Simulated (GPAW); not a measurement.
**Al3BP4 (ordered alloy, started on the zincblende lattice) (P-43m): G0W0 on several meshes in GPAW**

Wanted: mesh dependence and cost of G0W0 for Al3BP4 (ordered alloy, started on the zincblende lattice) (P-43m).

Calculated with GPAW 26.7.0; PBE and many-body steps on it, plane waves.

The structure was built from a prototype and need not be the compound's stable phase.

### Step 1. Starting point

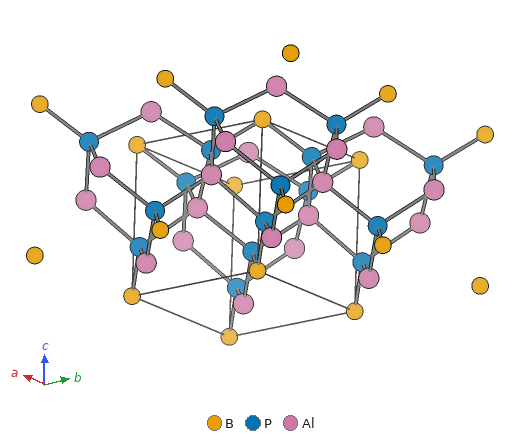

Start, viewed from a free direction; boron orange, phosphorus blue, aluminium pink. 2×2×1 cells are drawn. Bonds to atoms that aren't drawn are left out. Some periodic images of atoms are drawn too.

As a file:

```cif
data_structure
_symmetry_space_group_name_H-M 'P-43m'
_symmetry_Int_Tables_number 215
_cell_length_a 5.2802
_cell_length_b 5.2802
_cell_length_c 5.2802
_cell_angle_alpha 90.000
_cell_angle_beta 90.000
_cell_angle_gamma 90.000
_cell_volume 147.21
loop_
_atom_site_label
_atom_site_type_symbol
_atom_site_symmetry_multiplicity
_atom_site_Wyckoff_symbol
_atom_site_fract_x
_atom_site_fract_y
_atom_site_fract_z
_atom_site_occupancy
B1 B 1 a 0.00000 0.00000 0.00000 1
P1 P 4 e 0.22605 0.22605 0.22605 1
Al1 Al 3 c 0.50000 0.50000 0.00000 1
```

The structure was relaxed with PBE. The structure type comes from a generator and need not be one that this composition takes. The runs that relaxed it are not among those shown.

### Step 2. Empty states on the mesh, 2×2×2 mesh, 505 bands

This step: GPAW 26.7.0; DFT, PBE, plane waves, PAW.

The sums over transitions need many empty states on a uniform mesh; this step solves for them.

run.py

```python
import json
import numpy as np
from gpaw.mpi import world
from gpaw import GPAW

calc = GPAW('gs.gpw').fixed_density(kpts={'size': (2, 2, 2), 'gamma': True},
    parallel={'domain': 1, 'band': 1},
    txt='nscf.txt')
calc.diagonalize_full_hamiltonian(nbands=505)
calc.write('full.gpw', mode='all')
res = {}
kpts = calc.get_ibz_k_points()
res['kpts'] = kpts
res['eigenvalues'] = [calc.get_eigenvalues(kpt=k) for k in range(len(kpts))]
res['n_electrons'] = calc.get_number_of_electrons()

if world.rank == 0:
    with open('result.json', 'w') as f:
        json.dump(res, f, default=lambda x: x.tolist())
```

Command:

```sh
> mpirun -n 4 gpaw python run.py
```

Numbers of over 12 decimals in the logs are rounded to 6 here.

Output:

```text
Diagonalizing LCAO Hamiltonian
Converting LCAO to pw mode
convergence criteria:
- Maximum integral of absolute [eigenst]ate change: 4e-08 eV^2 / valence electron
maximum number of iterations: 100

SCF iterations
|iter     |     time |      energy | eigst |  dens |
|iter:   1|  |             | +0.68 |       |
|iter:   2|  |             | -0.97 |       |
|iter:   3|  |             | -1.94 |       |
[...]
|iter:  13|  |             | -6.95 |       |
|iter:  14|  |             | -7.33 |       |
|iter:  15|  |             | -7.76c|       |
SCF steps: 15
  __  _  _
 | _ |_)|_||  |
 |__||  | ||/\| - 26.7.0

Input parameters:
  mode=PW(ecut=600.0),
  convergence={'density': 1e-06, 'bands': -3},
  gpts=array([30, 30, 30]),
  kpts=MonkhorstPack(size=(2, 2, 2), gamma=True),
  maxiter=100,
  nbands=26,
  occupations=Occupations(name='fermi-dirac', width=0.001, fixmagmom=False),
  parallel={'domain': 1, 'band': 1},
  xc=XC(name='PBE')
Matrix size: 4945x4945
# Writing to full.gpw (mode='all')
  [... matrices ...]

timing:  # [seconds]
  Total: 112.799  # ━━━━━━━━━━━━━━━━━━━━━━━━━━━━━━━━━━━━━━━━━━━━━━━━━━━━━━━━━
```

It took 2 min on 4 MPI ranks of Arm Neoverse V1, shared host; peak memory 6.8 GiB; 7.9 min of CPU time.

This step gave:

| Quantity | Value |
| --- | --- |
| gap | 1.036 eV |
| k of the valence top | 0, 0, 0 |
| k of the conduction bottom | 0.5, 0.5, 0.5 |
| least direct gap | 1.415 eV |
| k points computed | 4 |
| lowest point of the top converged band, above the valence top | 118.0462 eV |

On this mesh the gap is 1.036 eV.

### Step 3. 2×2×2

G0W0 replaces the xc potential by the self-energy, built once from these orbitals. Only a window of levels is corrected, while the sums run over the empty bands that the input names.

This step: G0W0 on PBE, plane waves, PAW.

run.py

```python
import json
import numpy as np
from gpaw.mpi import world
from gpaw.response.g0w0 import G0W0

gw = G0W0('full.gpw',
    filename='gw',
    kpts=[0, 3],
    bands=(14, 18),
    ecut=39,
    nbands=81,
    integrate_gamma='WS',
    ppa=True)
gw.calculate()
res = {mode: {k: v for k, v in r.items() if k != 'sigma_eskwn'}
       for mode, r in gw.all_results.items()}

if world.rank == 0:
    with open('result.json', 'w') as f:
        json.dump(res, f, default=lambda x: x.tolist())
```

Command:

```sh
> mpirun -n 4 gpaw python run.py
```

Output:

```text
Using integrator: PointIntegrator
FrequencyGridDescriptor(from 0.000+0.000j to 0.000+27.211j eV, 2 points)
Nonperiodic BCs:  [False False False]
Using integrator: PointIntegrator
FrequencyGridDescriptor(from 0.000+0.000j to 0.000+27.211j eV, 2 points)
Nonperiodic BCs:  [False False False]
  ___  _ _ _
 |   || | | |
 | | || | | |
 |__ ||_____|
 |___|

BZ k-points: Symmetries present (total): 24

  [... matrices ...]
8 k-points: 2 x 2 x 2 Monkhorst-Pack grid + [1/4,1/4,1/4]
4 k-points in the irreducible part of the Brillouin zone
       k-points in crystal coordinates                weights
   0:     0.00000000    0.00000000    0.00000000          1/8
   1:     0.50000000    0.00000000    0.00000000          3/8
   2:     0.50000000    0.50000000    0.00000000          3/8
   3:     0.50000000    0.50000000    0.50000000          1/8

Distributing spins, k-points and bands (1 x 2 x 4) over 4 processes
Number of blocks: 1

Quasi particle states:
k-points (IBZ indices): [0, 3]
Band range: (14, 18)
  [... matrices ...]
Computational parameters:
Plane wave cut-off: 39 eV
Number of bands: 81
Coulomb cutoff: None
Broadening: 0.1 eV

fxc modes: GW
Kernel: RPA
Using Godby-Needs plasmon-pole approximation:
  Fitting energy: i*E0, E0 = 1.000 Hartree
Summing all q:

Calculating screened Coulomb potential
No Coulomb truncation
FrequencyGridDescriptor(from 0.000+0.000j to 0.000+27.211j eV, 2 points)
Removing empty qpoint cache files...

Calculating chi0 body with:
    Ground state adapter containing:
    Number of spins: 1
    Number of kpoints: 8
    Number of irreducible kpoints: 4
    Number of completely occupied states: 16
    Number of partially occupied states: 16
    Occupied states memory: 6.591796875 M / cpu

    Linear response parametrization:
    q_c: [0.0, 0.0, 0.0]
    Number of frequency points: 2
    Planewave cutoff: 39.0
    Number of bands: 81
    Number of planewaves: 81
    Broadening (eta): 1e-06
    comm.size: 4
    kncomm.size: 4
    blockcomm.size: 1

    Memory estimate of potentially large arrays:
        chi0_wGG: 0.200226 M / cpu
Integrating chi0 body.

Symmetries of q_c:
    Direct symmetries (Uq -> q): 24
    Indirect symmetries (TUq -> q): 24
In total 48 allowed symmetries.

  [... matrices ...]
4 groups of equivalent kpoints. 50.0% reduction.

Integral kind: response function
Integrating chi0 head and wings.

Symmetries of q_c:
    Direct symmetries (Uq -> q): 24
    Indirect symmetries (TUq -> q): 24
In total 48 allowed symmetries.

  [... matrices ...]
4 groups of equivalent kpoints. 50.0% reduction.

Integral kind: response function wings

Calculating chi0 body with:
    Ground state adapter containing:
    Number of spins: 1
    Number of kpoints: 8
    Number of irreducible kpoints: 4
    Number of completely occupied states: 16
    Number of partially occupied states: 16
    Occupied states memory: 6.591796875 M / cpu

    Linear response parametrization:
[... the further q-points ...]

Results:
f:      Occupation numbers
eps:     KS-eigenvalues [eV]
vxc:     KS vxc [eV]
exx:     Exact exchange [eV]
sigma:   Self-energies [eV]
dsigma:  Self-energy derivatives
Z:       Renormalization factors
qp:      QP-energies [eV]

k-point 0 (0): (0.000, 0.000, 0.000)                GW
band       f     eps     vxc     exx   sigma  dsigma       Z      qp
                                                                   GW
  14   1.000   5.008 -13.915 -15.804   2.145  -0.269   0.788   5.210
  15   1.000   5.008 -13.915 -15.804   2.145  -0.269   0.788   5.210
  16   0.000   6.423  -9.683  -5.851  -3.247  -0.245   0.803   6.893
  17   0.000   6.423  -9.683  -5.851  -3.247  -0.245   0.803   6.893

k-point 1 (3): (0.500, 0.500, 0.500)                GW
band       f     eps     vxc     exx   sigma  dsigma       Z      qp
                                                                   GW
  14   1.000   4.434 -13.688 -15.976   2.410  -0.278   0.783   4.530
  15   1.000   4.434 -13.688 -15.976   2.411  -0.278   0.783   4.530
  16   0.000   6.044 -11.577  -7.434  -3.267  -0.260   0.794   6.739
  17   0.000   7.967 -12.521  -7.872  -3.538  -0.255   0.797   8.852
```

Elapsed: 9.9 s, on 4 MPI ranks; peak memory 1.4 GiB.

Numbers from this step:

```yaml
g0w0_gap_on_the_points_computed: 1.529 eV
least_direct_g0w0_gap_on_the_computed_points: 1.683 eV
z_at_the_valence_top: 0.7881
z_at_the_conduction_bottom: 0.7939
starting_gap_on_the_mesh: 1.036 eV
k_of_the_valence_top: 0, 0, 0
k_of_the_conduction_bottom: 0.5, 0.5, 0.5
```

The gap on the mesh goes from 1.04 eV to 1.53 eV, a correction of +0.49 eV.

### Step 4. Empty states on the mesh, 4×4×4 mesh, 91 bands

This step: DFT, PBE, plane waves, PAW.

run.py

```python
import json
import numpy as np
from gpaw.mpi import world
from gpaw import GPAW

calc = GPAW('gs.gpw').fixed_density(kpts={'size': (4, 4, 4), 'gamma': True},
    nbands=106,
    convergence={'bands': 91},
    txt='nscf.txt')
calc.write('full.gpw', mode='all')
res = {}
kpts = calc.get_ibz_k_points()
res['kpts'] = kpts
res['eigenvalues'] = [calc.get_eigenvalues(kpt=k) for k in range(len(kpts))]
res['n_electrons'] = calc.get_number_of_electrons()

if world.rank == 0:
    with open('result.json', 'w') as f:
        json.dump(res, f, default=lambda x: x.tolist())
```

Command:

```sh
> mpirun -n 4 gpaw python run.py
```

Output:

```text
Diagonalizing LCAO Hamiltonian
Converting LCAO to pw mode
convergence criteria:
- Maximum integral of absolute [eigenst]ate change: 4e-08 eV^2 / valence electron
maximum number of iterations: 100

SCF iterations
|iter     |     time |      energy | eigst |  dens |
|iter:   1|  |             | +3.86 |       |
|iter:   2|  |             | +2.60 |       |
|iter:   3|  |             | +1.51 |       |
[...]
|iter:  12|  |             | -6.52 |       |
|iter:  13|  |             | -7.03 |       |
|iter:  14|  |             | -7.46c|       |
SCF steps: 14
  __  _  _
 | _ |_)|_||  |
 |__||  | ||/\| - 26.7.0

Input parameters:
  mode=PW(ecut=600.0),
  convergence={'bands': 91},
  gpts=array([30, 30, 30]),
  kpts=MonkhorstPack(size=(4, 4, 4), gamma=True),
  maxiter=100,
  nbands=106,
  occupations=Occupations(name='fermi-dirac', width=0.001, fixmagmom=False),
  parallel={},
  xc=XC(name='PBE')
# Writing to full.gpw (mode='all')
  [... matrices ...]

timing:  # [seconds]
  Total: 0.082  # ━━━━━━━━━━━━━━━━━━━━━━━━━━━━━━━━━━━━━━━━━━━━━━━━━━━━━━━━━━━
```

Run time: 38 s. Hardware: 4 MPI ranks; peak memory 0.87 GiB.

This step gave:

```
gap                                                           : 1.036 eV
k of the valence top                                          : 0, 0, 0
k of the conduction bottom                                    : 0.5, 0.5, 0.5
least direct gap                                              : 1.415 eV
k points computed                                             : 10
lowest point of the top converged band, above the valence top : 28.65 eV
```

On this mesh the gap is 1.036 eV.

### Step 5. 4×4×4

This step: G0W0 on PBE, plane waves, PAW.

run.py

```python
import json
import numpy as np
from gpaw.mpi import world
from gpaw.response.g0w0 import G0W0

gw = G0W0('full.gpw',
    filename='gw',
    kpts=[0, 9],
    bands=(14, 18),
    ecut=39,
    nbands=81,
    integrate_gamma='WS',
    ppa=True)
gw.calculate()
res = {mode: {k: v for k, v in r.items() if k != 'sigma_eskwn'}
       for mode, r in gw.all_results.items()}

if world.rank == 0:
    with open('result.json', 'w') as f:
        json.dump(res, f, default=lambda x: x.tolist())
```

Command:

```sh
> mpirun -n 4 gpaw python run.py
```

Output:

```text
Using integrator: PointIntegrator
FrequencyGridDescriptor(from 0.000+0.000j to 0.000+27.211j eV, 2 points)
Nonperiodic BCs:  [False False False]
Using integrator: PointIntegrator
FrequencyGridDescriptor(from 0.000+0.000j to 0.000+27.211j eV, 2 points)
Nonperiodic BCs:  [False False False]
  ___  _ _ _
 |   || | | |
 | | || | | |
 |__ ||_____|
 |___|

BZ k-points: Symmetries present (total): 24

  [... matrices ...]
64 k-points: 4 x 4 x 4 Monkhorst-Pack grid + [1/8,1/8,1/8]
10 k-points in the irreducible part of the Brillouin zone
       k-points in crystal coordinates                weights
   0:     0.00000000    0.00000000    0.00000000          1/64
   1:     0.25000000    0.00000000    0.00000000          6/64
   2:     0.25000000    0.25000000    0.00000000         12/64
[...]
8:     0.50000000    0.50000000    0.25000000          6/64
   9:     0.50000000    0.50000000    0.50000000          1/64

Distributing spins, k-points and bands (1 x 2 x 4) over 4 processes
Number of blocks: 1

Quasi particle states:
k-points (IBZ indices): [0, 9]
Band range: (14, 18)
  [... matrices ...]
Computational parameters:
Plane wave cut-off: 39 eV
Number of bands: 81
Coulomb cutoff: None
Broadening: 0.1 eV

fxc modes: GW
Kernel: RPA
Using Godby-Needs plasmon-pole approximation:
  Fitting energy: i*E0, E0 = 1.000 Hartree
Summing all q:

Calculating screened Coulomb potential
No Coulomb truncation
FrequencyGridDescriptor(from 0.000+0.000j to 0.000+27.211j eV, 2 points)
Removing empty qpoint cache files...

Calculating chi0 body with:
    Ground state adapter containing:
    Number of spins: 1
    Number of kpoints: 64
    Number of irreducible kpoints: 10
    Number of completely occupied states: 16
    Number of partially occupied states: 16
[...]
Number of frequency points: 2
    Planewave cutoff: 39.0
    Number of bands: 81
    Number of planewaves: 81
    Broadening (eta): 1e-06
    comm.size: 4
    kncomm.size: 4
    blockcomm.size: 1

    Memory estimate of potentially large arrays:
        chi0_wGG: 0.200226 M / cpu
Integrating chi0 body.

Symmetries of q_c:
    Direct symmetries (Uq -> q): 24
    Indirect symmetries (TUq -> q): 24
In total 48 allowed symmetries.

  [... matrices ...]
10 groups of equivalent kpoints. 84.375% reduction.

Integral kind: response function
Integrating chi0 head and wings.

Symmetries of q_c:
    Direct symmetries (Uq -> q): 24
    Indirect symmetries (TUq -> q): 24
In total 48 allowed symmetries.

  [... matrices ...]
10 groups of equivalent kpoints. 84.375% reduction.

Integral kind: response function wings

Calculating chi0 body with:
    Ground state adapter containing:
    Number of spins: 1
    Number of kpoints: 64
    Number of irreducible kpoints: 10
    Number of completely occupied states: 16
    Number of partially occupied states: 16
    Occupied states memory: 6.591796875 M / cpu

    Linear response parametrization:
[... the further q-points ...]

Results:
f:      Occupation numbers
eps:     KS-eigenvalues [eV]
vxc:     KS vxc [eV]
exx:     Exact exchange [eV]
sigma:   Self-energies [eV]
dsigma:  Self-energy derivatives
Z:       Renormalization factors
qp:      QP-energies [eV]

k-point 0 (0): (0.000, 0.000, 0.000)                GW
band       f     eps     vxc     exx   sigma  dsigma       Z      qp
                                                                   GW
  14   1.000   5.008 -13.915 -15.560   1.895  -0.270   0.787   5.204
  15   1.000   5.008 -13.915 -15.560   1.895  -0.270   0.787   5.204
  16   0.000   6.423  -9.683  -5.967  -3.087  -0.245   0.803   6.928
[...]
k-point 1 (9): (0.500, 0.500, 0.500)                GW
band       f     eps     vxc     exx   sigma  dsigma       Z      qp
                                                                   GW
[...]
16   0.000   6.044 -11.577  -7.702  -2.992  -0.258   0.795   6.746
  17   0.000   7.967 -12.521  -8.073  -3.318  -0.254   0.798   8.868
```

Run time: 50 s. Hardware: 4 MPI ranks; peak memory 1.8 GiB.

Numbers from this step:

```
G0W0 gap on the points computed              : 1.542 eV
least direct G0W0 gap on the computed points : 1.724 eV
Z at the valence top                         : 0.7875
Z at the conduction bottom                   : 0.7946
starting gap on the mesh                     : 1.036 eV
k of the valence top                         : 0, 0, 0
k of the conduction bottom                   : 0.5, 0.5, 0.5
```

Against G0W0 in GPAW (2×2×2 mesh, 81 bands, screening to 39 eV, Godby-Needs plasmon pole), the gap moves by +0.013 eV.

### Step 6. Side by side

Times are wall times on 4 MPI ranks of Arm Neoverse V1, shared host, good to a factor of about two.

| run | mesh | bands | screening cutoff (eV) | DFT gap (eV) | gap on the mesh (eV) | direct (eV) | time |
| --- | --- | --- | --- | --- | --- | --- | --- |
| 2×2×2 | 2×2×2 | 81 | 39 | 1.036 | 1.529 | 1.683 | 9.9 s |
| 4×4×4 | 4×4×4 | 81 | 39 | 1.036 | 1.542 | 1.724 | 50 s |

### Step 7. Outcome

```json
{"2×2×2": "1.529 eV", "4×4×4": "1.542 eV", "known limits": "not at the basis limit; coarse k mesh"}
```

What this shows: 4×4×4: +0.013 eV against 2×2×2. Bands and cutoff are finite, so the gap is not at the basis limit. The miss can reach some tenths of an eV and take either sign; the mesh is an error of its own. These stock PAW sets were not made for GW. In the G0W0 runs levels were corrected at 2 k points alone, so a gap called «on the mesh» is the least over those, and an edge elsewhere would be missed. The 2×2×2 mesh is coarse for this cell, which bears on the long-range parts of exchange and screening. Mesh or cutoff lie under what a gap needs, so these runs test behaviour and cost; their gaps are not to be quoted.

[Paths, hosts, dates, memory and timing lines, banners, echoed tables and standing remarks are left out of the program output.]

[Logs are printed without paths, hosts, clocks, repeated set-up lines and the standing remarks that a program may print on its own settings, such as how far it seeks lower states.]

[Runs of the session that timed out or met a known fault of the program may be left out.]

[Hosts, paths, dates, database ids (printed as entryN), source tags and the programs' standing remarks are cut or masked in the printed files.]
